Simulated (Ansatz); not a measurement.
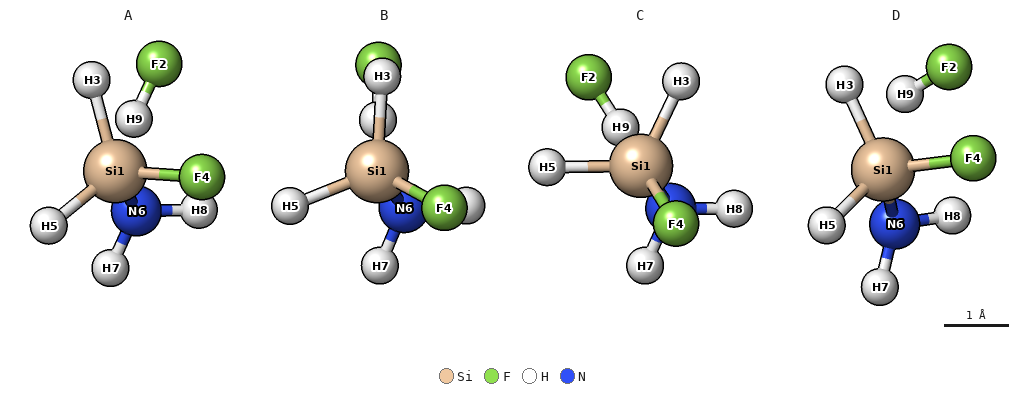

4 geometries from one relaxation of SiNH₅F₂, in shuffled order. Style: ball-and-stick. Shown from a free direction.

The run prepares an end point of a later path (reaction) calculation, from a guessed geometry.

Theory: RKS B3LYP/def2-SVP in Ansatz. Set-up: no spin polarisation; force threshold 0.03 eV/Å; at most 50 steps.

> Order the frames from highest to lowest energy.

D, A, B, C. They are steps 0, 4, 8, 15, at +37.3 kJ/mol, +19.5 kJ/mol, +10.9 kJ/mol relative to the last. F2 moves most after the best rigid fit: 1.73 Å. By element the largest moves are F 1.73 Å, H 1.50 Å, N 0.57 Å, Si 0.24 Å. Near-neighbour distances that change, for instance: Si1–N6 1.785 → 1.751 Å, F2–H9 0.928 → 0.950 Å, Si1–H5 1.487 → 1.478 Å. Bond angles that change, for instance: H3–Si1–H5 109.9° → 115.9°, H3–Si1–N6 113.4° → 107.5°, Si1–N6–H8 114.1° → 117.2°. Groups turn about Si1–N6 by about 35°. Over 15 geometry steps the energy falls by 37.3 kJ/mol. The largest force component goes from 0.95 to 0.023 eV/Å. The run took 28 s on 2 threads of Arm Neoverse V1, with other jobs on the host, peak memory 0.16 GiB.
